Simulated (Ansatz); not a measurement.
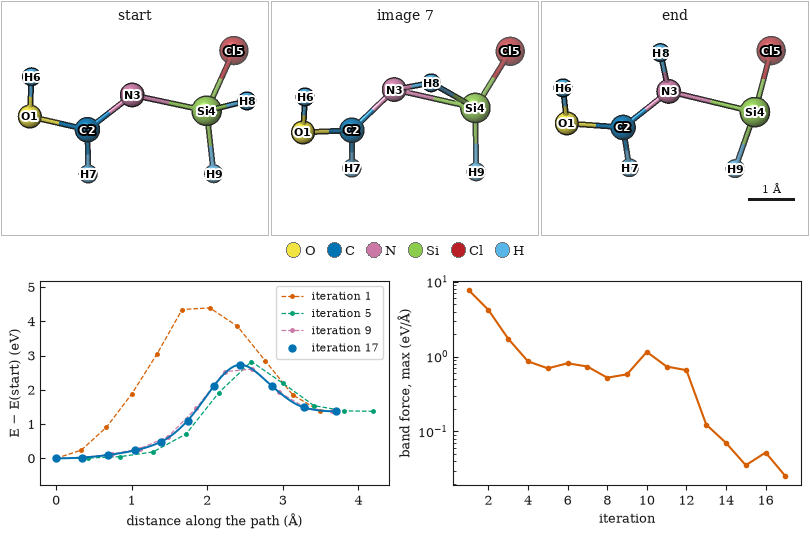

NEB run on CH₄ClNOSi. Images are numbered from 0 (start) to 10 (end). The plot follows the band through its iterations. A ball-and-stick model, seen at a tilt.

The calculation used Ansatz, RKS PBE/def2-mTZVP. Run with 9 movable images; climbing image; force threshold 0.03 eV/Å; iteration limit 60; spring constant 0.5 eV/Å²; starting path through a guess of the saddle point.

Q: How did the profile develop, and is the result final?

A: The run is converged, with reservations. The band converged in 17 iterations. The largest component of the band force went from 7.7 to 0.025 eV/Å. The climbing image converged on the top of the path. Its curvatures weren't checked. The first iteration put the highest image at 4.39 eV. The energy climbs by 2.73 eV to image 7 and then falls by 1.36 eV, so the end point sits at +1.37 eV.
